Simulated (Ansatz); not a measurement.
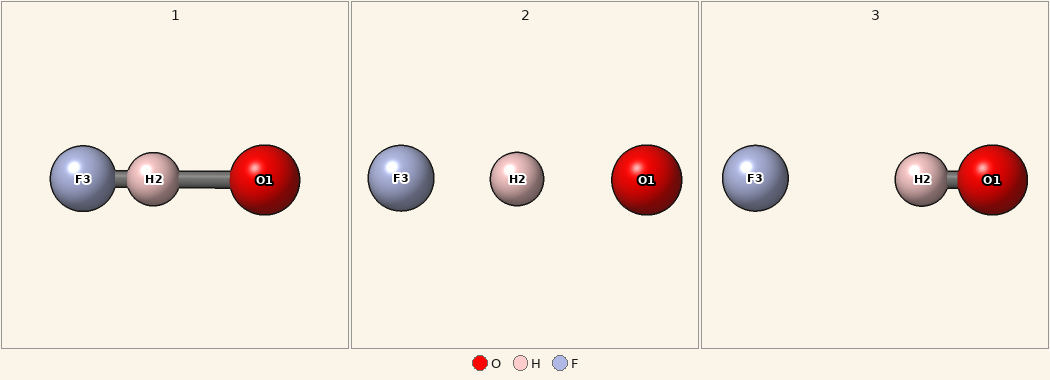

The system O + HF, spin multiplicity 3. 
- First axis: distance O1–H2. Second axis: distance H2–F3.
- Nothing is relaxed (the angle O1–H2–F3 is fixed at 180 degrees).
- Grid: 17 × 17 points.
- Points are written as (first, second).
- Energies: kJ/mol, counted from the lowest grid point.
- In part of the range the unrestricted reference is strongly spin-contaminated.
- Computed with UKS PBE0-D4/def2-SVPD (Ansatz 0.2.0).

The numbered pictures are structures from this grid.

**Rank them by energy, lowest first.**

2, at (1.426 Å, 1.274 Å): 133 kJ/mol; 1, at (1.223 Å, 0.772 Å): 232 kJ/mol; 3, at (0.776 Å, 1.829 Å): 300 kJ/mol.

The map, with the structures marked:

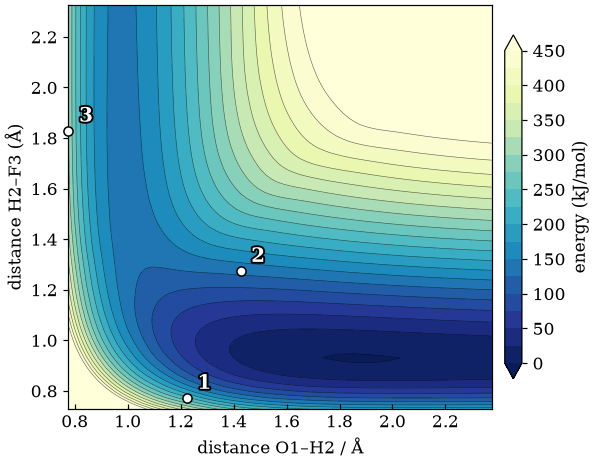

The picture shows filled contours, one colour for all values above the top of the scale. Between grid points the surface is interpolated.
